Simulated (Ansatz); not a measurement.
# Nudged elastic band of C3H8Si2 (part 1 of 2)

C3H8Si2, computed with RKS BHLYP-D4/def2-SVP (Ansatz 0.2.0).

The run did not end well. It belongs to a series of runs on one base structure; here: band between the two ends.

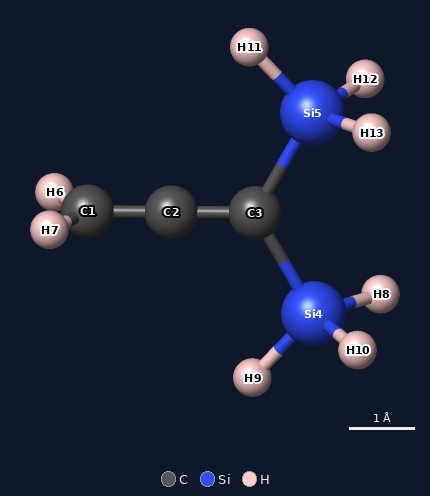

The input geometry (ball-and-stick view, seen at a tilt; atoms are numbered from 1 in the order of the input). Bond lengths as drawn: C–C 1.30 Å, C–H 1.09 Å, C–Si 1.87 Å and H–Si 1.48 Å.

### What the run reported

- outcome: not converged
- barrier, forward (band not converged): 3.957 eV
- barrier, backward: 3.479 eV
- hardware: 2 threads of Arm Neoverse V2, 24 GiB of memory available, shared host
- wall time: 16 min (CPU time 31 min)
- peak memory: 0.28 GiB

### What went wrong

The run did not converge: “NEB band did not converge after 39 iterations: max|band force component| = 6.39e-1 eV/Å (threshold 3.0e-2); raise `neb.max_iterations` in a new run, which can start from the last band evaluated (`neb.initial_path`, with `crystal.atoms` and `neb.final_atoms` set to its first and last images), add images, or start from endpoints closer to local minima …” Its last values are not results.

### Input file
```yaml
crystal:
  periodic: [false, false, false]
  atoms:
    - { symbol: C, position_ang: [-1.064252, 2.007308, -1.011189] }
    - { symbol: C, position_ang: [-0.506405, 0.957029, -0.480581] }
    - { symbol: C, position_ang: [0.051178, -0.094858, 0.048841] }
    - { symbol: Si, position_ang: [0.278065, -0.158736, 1.908443] }
    - { symbol: Si, position_ang: [0.596364, -1.489825, -1.0783] }
    - { symbol: H, position_ang: [-2.139823, 2.054884, -1.154805] }
    - { symbol: H, position_ang: [-0.46643, 2.859094, -1.322245] }
    - { symbol: H, position_ang: [-0.286846, -1.422465, 2.43999] }
    - { symbol: H, position_ang: [-0.398042, 0.997226, 2.535536] }
    - { symbol: H, position_ang: [1.722271, -0.132302, 2.242528] }
    - { symbol: H, position_ang: [0.401551, -1.096361, -2.490253] }
    - { symbol: H, position_ang: [-0.192325, -2.710937, -0.786974] }
    - { symbol: H, position_ang: [2.024995, -1.804857, -0.836192] }
basis:
  gaussian: { orbitals: def2-SVP }
hamiltonian:
  xc: { name: BHLYP }
  dispersion: d4
neb:
  order_check: false
  images: 9
  f_tol: 0.03
  max_iterations: 39
  optimiser: lbfgs
  climbing: immediate
  final_atoms:
    - { symbol: C, position_ang: [-0.8009614, 1.85189398, -0.71399943] }
    - { symbol: C, position_ang: [-0.39544985, 0.95925962, 0.17089847] }
    - { symbol: C, position_ang: [-0.42865673, -0.5445396, 0.30544781] }
    - { symbol: Si, position_ang: [0.39407259, 0.3959874, 1.70756875] }
    - { symbol: Si, position_ang: [0.55905538, -1.56228419, -0.90625809] }
    - { symbol: H, position_ang: [-0.63165134, 2.91406206, -0.56576663] }
    - { symbol: H, position_ang: [-1.3225589, 1.55869282, -1.62344501] }
    - { symbol: H, position_ang: [-1.40988243, -0.97200201, 0.5289974] }
    - { symbol: H, position_ang: [-0.32230245, 0.5266905, 2.98693435] }
    - { symbol: H, position_ang: [1.85967073, 0.36190097, 1.84190274] }
    - { symbol: H, position_ang: [-0.05854125, -1.55301094, -2.25659793] }
    - { symbol: H, position_ang: [0.64969835, -2.96901017, -0.44360851] }
    - { symbol: H, position_ang: [1.9278083, -1.00244043, -1.01727491] }
  initial_path:
    images:
      - { positions_ang: [[-1.064252, 2.007308, -1.011189], [-0.506405, 0.957029, -0.480581], [0.051178, -0.094858, 0.048841], [0.278065, -0.158736, 1.908443], [0.596364, -1.489825, -1.0783], [-2.139823, 2.054884, -1.154805], [-0.46643, 2.859094, -1.322245], [-0.286846, -1.422465, 2.43999], [-0.398042, 0.997226, 2.535536], [1.722271, -0.132302, 2.242528], [0.401551, -1.096361, -2.490253], [-0.192325, -2.710937, -0.786974], [2.024995, -1.804857, -0.836192]] }
      - { positions_ang: [[-1.06676649, 1.98774845, -0.98914372], [-0.51311149, 0.94869885, -0.46361011], [0.04494783, -0.09894679, 0.06069235], [0.29853418, -0.18150906, 1.90607633], [0.61128296, -1.48832584, -1.04625036], [-2.08693309, 2.14741475, -0.99420722], [-0.54392343, 2.74562493, -1.43975222], [-0.35249387, -1.29699669, 2.17474435], [-0.39054839, 0.96306573, 2.56707213], [1.72908919, -0.15346618, 2.24543749], [0.42789952, -1.11017619, -2.45751252], [-0.1684341, -2.71119629, -0.75276625], [2.03075818, -1.78673566, -0.79598126]] }
      - { positions_ang: [[-1.06928098, 1.96818889, -0.96709845], [-0.51981798, 0.9403687, -0.44663923], [0.03871766, -0.10303557, 0.0725437], [0.31900336, -0.20428212, 1.90370967], [0.62620192, -1.48682668, -1.01420072], [-2.03404317, 2.2399455, -0.83360943], [-0.62141687, 2.63215585, -1.55725943], [-0.41814175, -1.17152838, 1.90949869], [-0.38305478, 0.92890545, 2.59860826], [1.73590738, -0.17463036, 2.24834698], [0.45424805, -1.12399138, -2.42477203], [-0.1445432, -2.71145558, -0.71855849], [2.03652136, -1.76861433, -0.75577052]] }
      - { positions_ang: [[-1.07179548, 1.94862934, -0.94505317], [-0.52652447, 0.93203855, -0.42966834], [0.03248749, -0.10712436, 0.08439505], [0.33947255, -0.22705518, 1.901343], [0.64112088, -1.48532751, -0.98215108], [-1.98115326, 2.33247625, -0.67301165], [-0.6989103, 2.51868678, -1.67476665], [-0.48378962, -1.04606006, 1.64425304], [-0.37556117, 0.89474518, 2.63014439], [1.74272557, -0.19579454, 2.25125647], [0.48059657, -1.13780657, -2.39203155], [-0.1206523, -2.71171487, -0.68435074], [2.04228455, -1.75049299, -0.71555978]] }
      - { positions_ang: [[-1.07430997, 1.92906978, -0.92300789], [-0.53323096, 0.92370841, -0.41269745], [0.02625732, -0.11121314, 0.09624641], [0.35994173, -0.24982825, 1.89897634], [0.65603983, -1.48382835, -0.95010144], [-1.92826335, 2.425007, -0.51241387], [-0.77640373, 2.4052177, -1.79227386], [-0.5494375, -0.92059175, 1.37900738], [-0.36806756, 0.8605849, 2.66168052], [1.74954376, -0.21695872, 2.25416595], [0.5069451, -1.15162177, -2.35929106], [-0.0967614, -2.71197416, -0.65014298], [2.04804773, -1.73237166, -0.67534904]] }
      - { positions_ang: [[-1.07682446, 1.90951023, -0.90096262], [-0.53993745, 0.91537826, -0.39572657], [0.02002714, -0.11530193, 0.10809776], [0.38041091, -0.27260131, 1.89660967], [0.67095879, -1.48232919, -0.91805181], [-1.87537343, 2.51753776, -0.35181609], [-0.85389716, 2.29174863, -1.90978108], [-0.61508537, -0.79512344, 1.11376173], [-0.36057395, 0.82642463, 2.69321665], [1.75636194, -0.2381229, 2.25707544], [0.53329362, -1.16543696, -2.32655058], [-0.0728705, -2.71223345, -0.61593523], [2.05381091, -1.71425032, -0.63513829]] }
      - { positions_ang: [[-1.02165185, 1.89798698, -0.86356998], [-0.51103993, 0.92415453, -0.28240156], [-0.06970963, -0.20114946, 0.14756777], [0.38314325, -0.13888357, 1.85880149], [0.64857811, -1.49832019, -0.91569306], [-1.62662901, 2.59684262, -0.3946062], [-0.94762951, 2.14513747, -1.85251386], [-0.77404478, -0.83049915, 0.99680886], [-0.35291965, 0.7664778, 2.75196019], [1.7770237, -0.11811813, 2.1740409], [0.41492665, -1.24295175, -2.31256005], [0.07164327, -2.7635888, -0.58146989], [2.02861039, -1.57188834, -0.71156562]] }
      - { positions_ang: [[-0.96647923, 1.88646373, -0.82617734], [-0.48214241, 0.9329308, -0.16907655], [-0.15944641, -0.286997, 0.18703778], [0.38587558, -0.00516583, 1.8209933], [0.62619743, -1.51431119, -0.91333432], [-1.3778846, 2.67614748, -0.4373963], [-1.04136186, 1.9985263, -1.79524665], [-0.9330042, -0.86587487, 0.879856], [-0.34526535, 0.70653098, 2.81070373], [1.79768546, 0.00188665, 2.09100636], [0.29655967, -1.32046655, -2.29856952], [0.21615704, -2.81494414, -0.54700454], [2.00340987, -1.42952636, -0.78799294]] }
      - { positions_ang: [[-0.91130662, 1.87494048, -0.78878471], [-0.45324489, 0.94170707, -0.05575155], [-0.24918318, -0.37284453, 0.22650779], [0.38860792, 0.12855192, 1.78318512], [0.60381675, -1.53030219, -0.91097557], [-1.12914018, 2.75545234, -0.48018641], [-1.1350942, 1.85191514, -1.73797944], [-1.09196361, -0.90125058, 0.76290313], [-0.33761105, 0.64658415, 2.86944727], [1.81834722, 0.12189142, 2.00797182], [0.1781927, -1.39798135, -2.28457899], [0.36067081, -2.86629948, -0.5125392], [1.97820934, -1.28716439, -0.86442026]] }
      - { positions_ang: [[-0.85613401, 1.86341723, -0.75139207], [-0.42434737, 0.95048335, 0.05757346], [-0.33891996, -0.45869207, 0.2659778], [0.39134026, 0.26226966, 1.74537693], [0.58143606, -1.54629319, -0.90861683], [-0.88039576, 2.8347572, -0.52297652], [-1.22882655, 1.70530398, -1.68071222], [-1.25092302, -0.93662629, 0.64595027], [-0.32995675, 0.58663732, 2.92819081], [1.83900898, 0.24189619, 1.92493728], [0.05982572, -1.47549614, -2.27058846], [0.50518458, -2.91765482, -0.47807385], [1.95300882, -1.14480241, -0.94084759]] }
      - { positions_ang: [[-0.8009614, 1.85189398, -0.71399943], [-0.39544985, 0.95925962, 0.17089847], [-0.42865673, -0.5445396, 0.30544781], [0.39407259, 0.3959874, 1.70756875], [0.55905538, -1.56228419, -0.90625809], [-0.63165134, 2.91406206, -0.56576663], [-1.3225589, 1.55869282, -1.62344501], [-1.40988243, -0.97200201, 0.5289974], [-0.32230245, 0.5266905, 2.98693435], [1.85967073, 0.36190097, 1.84190274], [-0.05854125, -1.55301094, -2.25659793], [0.64969835, -2.96901017, -0.44360851], [1.9278083, -1.00244043, -1.01727491]] }
```

Launched with:
```bash
ansatz run input.yaml --threads 2 --pin off --max-ram 3072MiB --backend cpu --events-out ev --progress --plain --runs-dir out
```

### The program's output
```
Engine: ansatz 0.2.0, aarch64-unknown-linux-gnu
Functional definition: BHLYP
  parameter a = 0.5
  exchange = (1 - a)*b88_x + a*exact_x
  correlation = lyp_c
1285 factors; integrals over basis functions are off by at most 4.6e-4 eV
mean field evaluation 1: about -18982.3188 eV, gradient 3.4e1 eV
mean field evaluation 2: about -18983.6816 eV, gradient 2.6e1 eV
mean field evaluation 4: about -18985.4851 eV, gradient 1.8e0 eV
mean field evaluation 8: about -18985.5278 eV, gradient 9.1e-2 eV
mean field evaluation 16: about -18985.5278 eV, gradient 4.2e-5 eV
mean field -18985.52777997 eV, -697.7052770610 hartree, gradient 4.2e-5 eV, S^2 0.000000; 0 other end points of the search recorded, 0 dependent functions left out
the calculation of the forces begins
reference -18985.52799785 eV, -697.7052850677 hartree; 27, 27 occupied and 91, 91 virtual orbitals, 1285 factors
1285 factors; integrals over basis functions are off by at most 1.2e-3 eV
mean field evaluation 32: about -18985.0338 eV, gradient 2.8e-5 eV
mean field -18985.03380155 eV, -697.6871236890 hartree, gradient 2.8e-5 eV, S^2 0.000000; 0 other end points of the search recorded, 0 dependent functions left out
[... from here on the field's lines of each further geometry are left out, up to the last ...]
NEB iter   1: max|band force component| = 8.616e0 eV/Å  barrier→ = 5.3239 eV  barrier← = 4.8463 eV  CI = image 7  Δτ_max = 0.1557 Å  (309 SCF iters)
NEB iter   2: max|band force component| = 5.579e0 eV/Å  barrier→ = 4.6522 eV  barrier← = 4.1745 eV  CI = image 6  Δτ_max = 0.0948 Å  (293 SCF iters)
NEB iter   3: max|band force component| = 9.570e0 eV/Å  barrier→ = 4.4934 eV  barrier← = 4.0157 eV  CI = image 6  Δτ_max = 0.1727 Å  (297 SCF iters)
NEB iter   4: max|band force component| = 2.113e1 eV/Å  barrier→ = 5.7305 eV  barrier← = 5.2528 eV  CI = image 5  Δτ_max = 0.2000 Å  (305 SCF iters)
NEB iter   5: max|band force component| = 9.287e0 eV/Å  barrier→ = 4.3355 eV  barrier← = 3.8578 eV  CI = image 6  Δτ_max = 0.1696 Å  (303 SCF iters)
NEB iter   6: max|band force component| = 1.628e1 eV/Å  barrier→ = 4.2968 eV  barrier← = 3.8191 eV  CI = image 6  Δτ_max = 0.1010 Å  (305 SCF iters)
NEB iter   7: max|band force component| = 3.265e0 eV/Å  barrier→ = 4.2812 eV  barrier← = 3.8035 eV  CI = image 6  Δτ_max = 0.0192 Å  (287 SCF iters)
NEB iter   8: max|band force component| = 2.143e0 eV/Å  barrier→ = 4.2637 eV  barrier← = 3.7860 eV  CI = image 6  Δτ_max = 0.0960 Å  (253 SCF iters)
NEB iter   9: max|band force component| = 3.590e0 eV/Å  barrier→ = 4.1609 eV  barrier← = 3.6832 eV  CI = image 6  Δτ_max = 0.0672 Å  (298 SCF iters)
NEB iter  10: max|band force component| = 3.518e0 eV/Å  barrier→ = 4.1425 eV  barrier← = 3.6649 eV  CI = image 6  Δτ_max = 0.0202 Å  (285 SCF iters)
NEB iter  11: max|band force component| = 1.212e0 eV/Å  barrier→ = 4.1347 eV  barrier← = 3.6570 eV  CI = image 6  Δτ_max = 0.0109 Å  (268 SCF iters)
NEB iter  12: max|band force component| = 8.901e-1 eV/Å  barrier→ = 4.1215 eV  barrier← = 3.6438 eV  CI = image 6  Δτ_max = 0.0323 Å  (264 SCF iters)
NEB iter  13: max|band force component| = 2.704e0 eV/Å  barrier→ = 4.0749 eV  barrier← = 3.5972 eV  CI = image 6  Δτ_max = 0.0492 Å  (289 SCF iters)
NEB iter  14: max|band force component| = 5.061e0 eV/Å  barrier→ = 4.0618 eV  barrier← = 3.5841 eV  CI = image 6  Δτ_max = 0.0281 Å  (275 SCF iters)
NEB iter  15: max|band force component| = 5.437e-1 eV/Å  barrier→ = 4.0616 eV  barrier← = 3.5839 eV  CI = image 6  Δτ_max = 0.0038 Å  (260 SCF iters)
NEB iter  16: max|band force component| = 5.227e-1 eV/Å  barrier→ = 4.0556 eV  barrier← = 3.5779 eV  CI = image 6  Δτ_max = 0.0578 Å  (232 SCF iters)
NEB iter  17: max|band force component| = 2.621e0 eV/Å  barrier→ = 3.9838 eV  barrier← = 3.5062 eV  CI = image 6  Δτ_max = 0.0486 Å  (297 SCF iters)
NEB iter  18: max|band force component| = 5.551e0 eV/Å  barrier→ = 3.9816 eV  barrier← = 3.5039 eV  CI = image 6  Δτ_max = 0.0299 Å  (270 SCF iters)
NEB iter  19: max|band force component| = 5.717e-1 eV/Å  barrier→ = 3.9817 eV  barrier← = 3.5040 eV  CI = image 6  Δτ_max = 0.0038 Å  (264 SCF iters)
NEB iter  20: max|band force component| = 5.175e-1 eV/Å  barrier→ = 3.9809 eV  barrier← = 3.5033 eV  CI = image 6  Δτ_max = 0.0679 Å  (228 SCF iters)
NEB iter  21: max|band force component| = 2.564e0 eV/Å  barrier→ = 3.9850 eV  barrier← = 3.5073 eV  CI = image 6  Δτ_max = 0.0467 Å  (301 SCF iters)
NEB iter  22: max|band force component| = 4.711e0 eV/Å  barrier→ = 3.9884 eV  barrier← = 3.5107 eV  CI = image 6  Δτ_max = 0.0262 Å  (281 SCF iters)
NEB iter  23: max|band force component| = 5.683e-1 eV/Å  barrier→ = 3.9878 eV  barrier← = 3.5102 eV  CI = image 6  Δτ_max = 0.0040 Å  (265 SCF iters)
NEB iter  24: max|band force component| = 5.206e-1 eV/Å  barrier→ = 3.9891 eV  barrier← = 3.5115 eV  CI = image 6  Δτ_max = 0.0440 Å  (230 SCF iters)
NEB iter  25: max|band force component| = 1.741e0 eV/Å  barrier→ = 4.0031 eV  barrier← = 3.5254 eV  CI = image 6  Δτ_max = 0.0317 Å  (291 SCF iters)
NEB iter  26: max|band force component| = 3.897e0 eV/Å  barrier→ = 4.0027 eV  barrier← = 3.5250 eV  CI = image 6  Δτ_max = 0.0183 Å  (280 SCF iters)
NEB iter  27: max|band force component| = 7.707e-1 eV/Å  barrier→ = 4.0026 eV  barrier← = 3.5250 eV  CI = image 6  Δτ_max = 0.0050 Å  (255 SCF iters)
NEB iter  28: max|band force component| = 4.821e-1 eV/Å  barrier→ = 4.0022 eV  barrier← = 3.5245 eV  CI = image 6  Δτ_max = 0.0362 Å  (237 SCF iters)
NEB iter  29: max|band force component| = 1.787e0 eV/Å  barrier→ = 3.9961 eV  barrier← = 3.5185 eV  CI = image 6  Δτ_max = 0.0320 Å  (282 SCF iters)
NEB iter  30: max|band force component| = 3.296e0 eV/Å  barrier→ = 3.9914 eV  barrier← = 3.5137 eV  CI = image 6  Δτ_max = 0.0581 Å  (280 SCF iters)
NEB iter  31: max|band force component| = 6.448e0 eV/Å  barrier→ = 3.9862 eV  barrier← = 3.5085 eV  CI = image 6  Δτ_max = 0.0366 Å  (267 SCF iters)
NEB iter  32: max|band force component| = 5.634e-1 eV/Å  barrier→ = 3.9874 eV  barrier← = 3.5097 eV  CI = image 6  Δτ_max = 0.0037 Å  (263 SCF iters)
NEB iter  33: max|band force component| = 5.673e-1 eV/Å  barrier→ = 3.9854 eV  barrier← = 3.5077 eV  CI = image 6  Δτ_max = 0.0100 Å  (224 SCF iters)
NEB iter  34: max|band force component| = 5.780e-1 eV/Å  barrier→ = 3.9797 eV  barrier← = 3.5020 eV  CI = image 6  Δτ_max = 0.0102 Å  (238 SCF iters)
NEB iter  35: max|band force component| = 5.893e-1 eV/Å  barrier→ = 3.9738 eV  barrier← = 3.4961 eV  CI = image 6  Δτ_max = 0.0105 Å  (237 SCF iters)
NEB iter  36: max|band force component| = 7.902e-1 eV/Å  barrier→ = 3.9679 eV  barrier← = 3.4902 eV  CI = image 6  Δτ_max = 0.0139 Å  (245 SCF iters)
NEB iter  37: max|band force component| = 1.474e0 eV/Å  barrier→ = 3.9620 eV  barrier← = 3.4844 eV  CI = image 6  Δτ_max = 0.0262 Å  (257 SCF iters)
NEB iter  38: max|band force component| = 2.957e0 eV/Å  barrier→ = 3.9564 eV  barrier← = 3.4788 eV  CI = image 6  Δτ_max = 0.0139 Å  (258 SCF iters)
the calculation of the forces begins
reference -18984.11526251 eV, -697.6533680018 hartree; 27, 27 occupied and 91, 91 virtual orbitals, 1285 factors
these checks for a lower state are left out or cut short: starts, cluster_reference, orbital_swaps, neighbouring_geometries, increment
1285 factors; integrals over basis functions are off by at most 1.1e-3 eV
mean field -18984.92579903 eV, -697.6831546696 hartree, gradient 2.5e-5 eV, S^2 0.000000; 0 other end points of the search recorded, 0 dependent functions left out
the calculation of the forces begins
reference -18984.92600447 eV, -697.6831622193 hartree; 27, 27 occupied and 91, 91 virtual orbitals, 1285 factors
NEB iter  39: max|band force component| = 6.385e-1 eV/Å  barrier→ = 3.9566 eV  barrier← = 3.4790 eV  CI = image 6  Δτ_max = 0.0065 Å  (237 SCF iters)
```

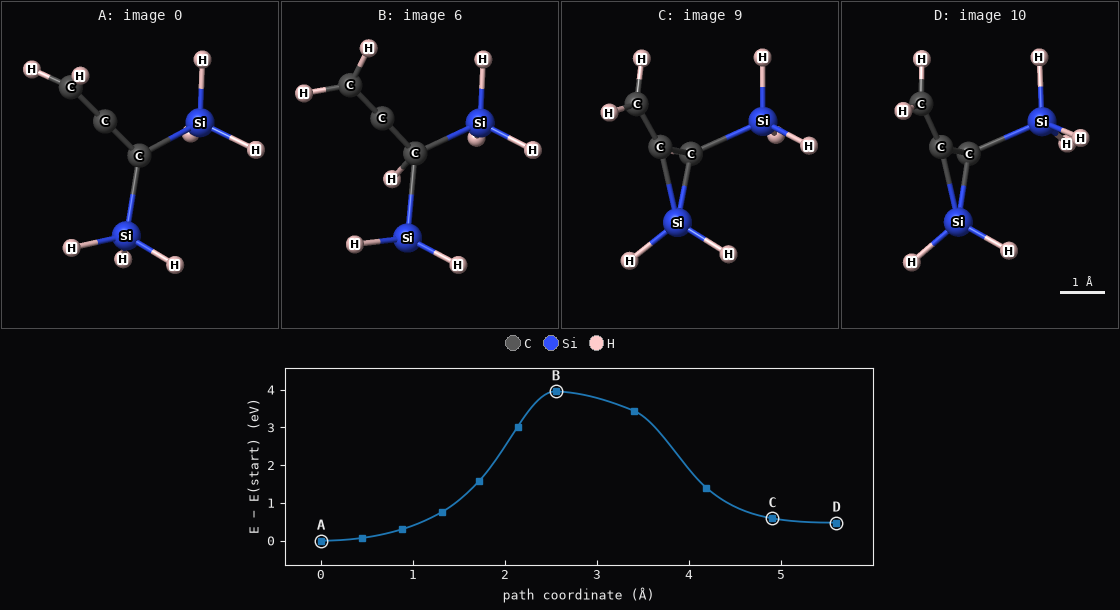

Images of the last band (counted from 0; ball-and-stick, seen at a tilt) above the energy along the path; the line is a cubic interpolation that uses the forces. The highest image is number 6, 3.957 eV above the start and 3.479 eV above the end (the climbing image); the end lies 0.478 eV above the start. The path is 5.60 Å long. The band had not converged after 39 iterations.
